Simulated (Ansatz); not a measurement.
Band structure of AlGaNi6 (P4/mmm, 8 atoms in the cell).

```yaml
crystal:
  lattice:
    - [3.59961, 0.00000, 0.00000]
    - [0.00000, 3.59961, 0.00000]
    - [0.00000, 0.00000, 7.19639]
  atoms:
    - { symbol: Al, position: [0.00000, 0.00000, 0.00000] }
    - { symbol: Ga, position: [0.00000, 0.00000, 0.50000] }
    - { symbol: Ni, position: [0.50000, 0.50000, 0.00000], spin: 2.0 }
    - { symbol: Ni, position: [0.50000, 0.50000, 0.50000], spin: 2.0 }
    - { symbol: Ni, position: [0.50000, 0.00000, 0.24930], spin: 2.0 }
    - { symbol: Ni, position: [0.50000, 0.00000, 0.75070], spin: 2.0 }
    - { symbol: Ni, position: [0.00000, 0.50000, 0.24930], spin: 2.0 }
    - { symbol: Ni, position: [0.00000, 0.50000, 0.75070], spin: 2.0 }
```
(The spins are starting values, not results.)

Level of theory: LDA (PW92), PAW files made with PBE (plane waves; Ansatz, a program for electronic structure).

Settings: basis.ecutwfc = 420 eV; kpoints.mp_grid.grid = 5 5 3; hamiltonian.xc = lda; hamiltonian.pseudopotentials = {kind: paw} (the program's default PAW files); magnetization.spin_polarized = true; scf.occupations.method = gaussian; scf.occupations.width = 0.1 eV; kpoints.band_path.npoints = 8.

The starting cell comes from a database of computed structures (which also holds hypothetical and non-ambient phases and stackings), without a prior relaxation at this level. Its lattice was rescaled by a random factor within 2.5 % of one. The moments shrank to a small part of their start, a low-spin state that need not be the lowest.

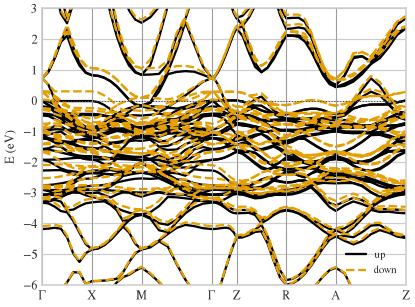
Bands along the path, energies from the Fermi level.

Levels in eV from the Fermi level, bands 60 to 67 of the first spin channel:
```csv
point,60,61,62,63,64,65,66,67
Γ,-0.02,0.00,0.00,0.72,0.72,0.74,5.20,5.20
X,-0.88,-0.48,-0.44,-0.02,0.82,0.82,5.18,5.20
M,-0.87,-0.49,-0.19,-0.18,-0.18,-0.16,0.84,0.84
Z,-0.40,-0.40,0.00,0.00,2.35,2.35,2.68,2.68
R,-0.59,-0.59,-0.46,-0.44,2.10,2.13,2.33,2.68
A,-0.57,-0.54,-0.45,-0.44,0.44,0.44,0.51,0.51
```

Bands cross the Fermi level along this path, so the cell is metallic at this level.

The net moment of the cell came out as 1.23 μB.

Keys are those of Ansatz 0.2.
